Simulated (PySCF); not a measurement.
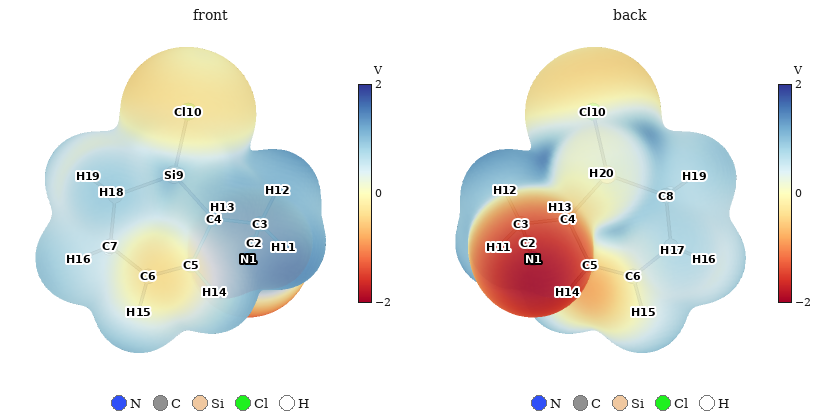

The picture shows: C$_{7}$H$_{10}$ClNSi. The electrostatic potential painted on the density surface at 0.002 e/bohr³, seen from the front and from behind; red is negative and blue positive.

Geometry: GFN2-xTB.

These are results of PBE0/pcSseg-1, SCF density, gas phase, non-relativistic (PySCF 2.14.0), not measurements.

```yaml
atoms:
  - { symbol: N, position_ang: [2.6556, -0.8257, -1.8390] }
  - { symbol: C, position_ang: [2.4722, -0.1551, -0.9313] }
  - { symbol: C, position_ang: [2.2230, 0.6749, 0.2173] }
  - { symbol: C, position_ang: [0.7483, 0.5744, 0.6582] }
  - { symbol: C, position_ang: [0.4282, -0.8543, 0.9938] }
  - { symbol: C, position_ang: [-0.6181, -1.5701, 0.6151] }
  - { symbol: C, position_ang: [-1.7632, -1.1555, -0.2581] }
  - { symbol: C, position_ang: [-2.0580, 0.3444, -0.2462] }
  - { symbol: Si, position_ang: [-0.4684, 1.2988, -0.6258] }
  - { symbol: Cl, position_ang: [-0.6744, 3.2889, -0.2901] }
  - { symbol: H, position_ang: [2.8867, 0.3455, 1.0241] }
  - { symbol: H, position_ang: [2.4749, 1.7084, -0.0371] }
  - { symbol: H, position_ang: [0.6698, 1.1534, 1.5892] }
  - { symbol: H, position_ang: [1.1691, -1.3335, 1.6247] }
  - { symbol: H, position_ang: [-0.6689, -2.5999, 0.9456] }
  - { symbol: H, position_ang: [-2.6547, -1.7056, 0.0561] }
  - { symbol: H, position_ang: [-1.5393, -1.4728, -1.2819] }
  - { symbol: H, position_ang: [-2.4378, 0.6235, 0.7394] }
  - { symbol: H, position_ang: [-2.8526, 0.5616, -0.9602] }
  - { symbol: H, position_ang: [0.0022, 1.1094, -1.9967] }
```

> Describe the electrostatic potential map.

The most negative region (about −1.9 V) lies over N1, the most positive (about +1.3 V) over Si9 and H11. N1 is the likeliest acceptor of a hydrogen bond.
